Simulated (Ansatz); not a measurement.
# CH5BN2 (SMILES B1NCN1): SVWN5/def2-SVPD

Aim: the vertical ionisation energy of CH5BN2 at SVWN5/def2-SVPD, from 2 runs. 

The calculation is run with Ansatz 0.2.0.

49 further runs of the same task are left out: 49 set aside as unsound or not needed. Runs told in other sessions of the task aren't counted.

**1. The molecule**

CH5BN2 has 9 atoms, charge 0, and is taken as a singlet. SMILES: `B1NCN1`. The shape is that of a PBE0-D4/def2-TZVP optimisation.

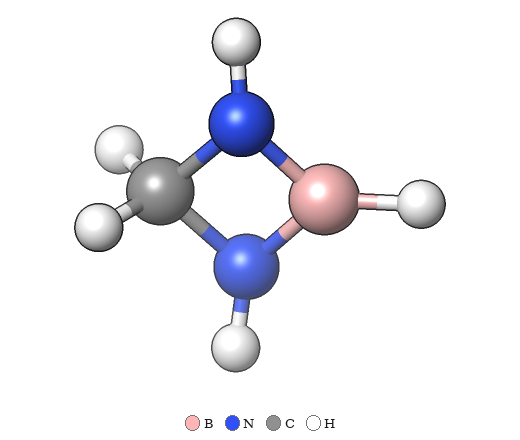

The structure, seen from a chosen angle (boron pink, nitrogen blue, carbon grey, hydrogen white).

**2. A single-point energy at SVWN5/def2-SVPD**

File job.yaml:

```yaml
crystal:
  periodic: [false, false, false]
  atoms:
    - symbol: B
      position_ang: [-0.538100, 0.903800, -0.424200]
    - symbol: N
      position_ang: [0.763900, 0.350100, -0.630900]
    - symbol: C
      position_ang: [0.430100, -0.702400, 0.322000]
    - symbol: N
      position_ang: [-0.891500, -0.116200, 0.513500]
    - symbol: H
      position_ang: [-1.109600, 1.851900, -0.864600]
    - symbol: H
      position_ang: [1.686500, 0.722000, -0.761500]
    - symbol: H
      position_ang: [0.420000, -1.707100, -0.117100]
    - symbol: H
      position_ang: [1.046900, -0.704100, 1.228600]
    - symbol: H
      position_ang: [-1.719800, -0.644400, 0.717000]
basis:
  gaussian:
    orbitals: def2-SVPD
output: {orbitals: {seedname: orbitals}}
accuracy: high
hamiltonian:
  xc: {name: SVWN5}
```

Started as:

```bash
$ ansatz run job.yaml --threads 1 --pin off --max-ram 3480MiB --events-out events.jsonl --progress --plain --runs-dir runs
```

Output:

```text
Warning: RAYON_NUM_THREADS=1 ignored (pool sized by the plan → 1); use --threads N
Functional definition: SVWN5
  name "SVWN5"
  exchange = slater_x
  correlation = vwn5_c
2517 factors; integrals over basis functions are off by at most 3.1e-9 eV
mean field evaluation 1: about -4719.5424 eV, gradient 7.0e1 eV
mean field evaluation 2: about -4684.3715 eV, gradient 1.4e2 eV
mean field evaluation 4: about -4730.2867 eV, gradient 5.7e0 eV
mean field evaluation 8: about -4730.3663 eV, gradient 2.4e-1 eV
mean field evaluation 16: about -4730.3664 eV, gradient 8.2e-6 eV
mean field -4730.36641529 eV, -173.8377594042 hartree, gradient 5.1e-8 eV, S^2 0.000000; 0 other end points of the search recorded, 0 dependent functions left out
reference -4730.36641937 eV, -173.8377595544 hartree; 15, 15 occupied and 105, 105 virtual orbitals, 2517 factors
Total energy: -4730.36641937 eV, -173.8377595544 hartree
```

Wall time 11 s (1 thread of Arm Neoverse N1, shared host); peak memory 0.36 GiB.

**3. The doublet cation at the same level**

File job.yaml:

```yaml
crystal:
  periodic: [false, false, false]
  atoms:
    - {symbol: B, position_ang: [-0.538100, 0.903800, -0.424200]}
    - {symbol: N, position_ang: [0.763900, 0.350100, -0.630900]}
    - {symbol: C, position_ang: [0.430100, -0.702400, 0.322000]}
    - {symbol: N, position_ang: [-0.891500, -0.116200, 0.513500]}
    - {symbol: H, position_ang: [-1.109600, 1.851900, -0.864600]}
    - {symbol: H, position_ang: [1.686500, 0.722000, -0.761500]}
    - {symbol: H, position_ang: [0.420000, -1.707100, -0.117100]}
    - {symbol: H, position_ang: [1.046900, -0.704100, 1.228600]}
    - {symbol: H, position_ang: [-1.719800, -0.644400, 0.717000]}
basis:
  gaussian:
    orbitals: def2-SVPD
total_charge: 1
magnetization:
  spin_polarized: true
  initial_magnetization: 1
hamiltonian:
  xc: {name: SVWN5}
accuracy: high
output: {orbitals: {seedname: orbitals}}
```

Started as:

```bash
$ ansatz run job.yaml --threads 1 --pin off --max-ram 3480MiB --events-out events.jsonl --progress --plain --runs-dir runs
```

Output:

```text
Warning: RAYON_NUM_THREADS=1 ignored (pool sized by the plan → 1); use --threads N
Functional definition: SVWN5
  name "SVWN5"
  exchange = slater_x
  correlation = vwn5_c
2517 factors; integrals over basis functions are off by at most 3.1e-9 eV
mean field evaluation 1: about -4694.3974 eV, gradient 7.3e1 eV
mean field evaluation 2: about -4565.3942 eV, gradient 1.6e2 eV
mean field evaluation 4: about -4716.8655 eV, gradient 2.6e1 eV
mean field evaluation 8: about -4720.8027 eV, gradient 3.1e0 eV
mean field evaluation 16: about -4720.8511 eV, gradient 4.3e-4 eV
mean field evaluation 32: about -4719.9058 eV, gradient 8.6e0 eV
mean field -4720.85107295 eV, -173.4880770229 hartree, gradient 6.3e-8 eV, S^2 0.756842; 4 other end points of the search recorded, 0 dependent functions left out
reference -4720.85107837 eV, -173.4880772225 hartree; 15, 14 occupied and 105, 106 virtual orbitals, 2517 factors
Total energy: -4720.85107837 eV, -173.4880772225 hartree
```

It took 20 s on 1 thread of Arm Neoverse N1, shared host; peak memory 0.43 GiB.

**4. Outcome**

Level: SVWN5/def2-SVPD.

| quantity | value |
| --- | --- |
| singlet CH5BN2: total energy | -173.83776 Eh |
| singlet CH5BN2: HOMO energy | -5.86 eV |
| singlet CH5BN2: LUMO energy | -0.07 eV |
| singlet CH5BN2: HOMO–LUMO gap | 5.79 eV |
| doublet cation: total energy | -173.48808 Eh |
| doublet cation: HOMO energy (highest over α and β) | -13.52 eV |
| doublet cation: LUMO energy (lowest over α and β) | -13.24 eV |
| doublet cation: ⟨S²⟩ | 0.757 |
| vertical ionisation energy (to the doublet cation) | 9.515 eV |

What this shows: The vertical ionisation energy comes to 9.52 eV (918 kJ/mol). −ε(HOMO) before ionisation, 5.86 eV, is 3.66 eV below this ionisation energy.
